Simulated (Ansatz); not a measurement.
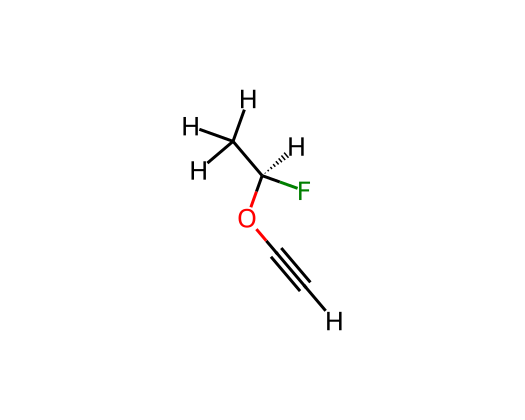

The picture comes from a calculation with Ansatz.

2D structure.

> Transcribe the drawing into SMILES.

C#CO[C@@H](C)F

> What is the molecular formula?

C4H5FO.

> An optimisation with PBE0-D4/def2-TZVP gave a structure of which point group?

C1.
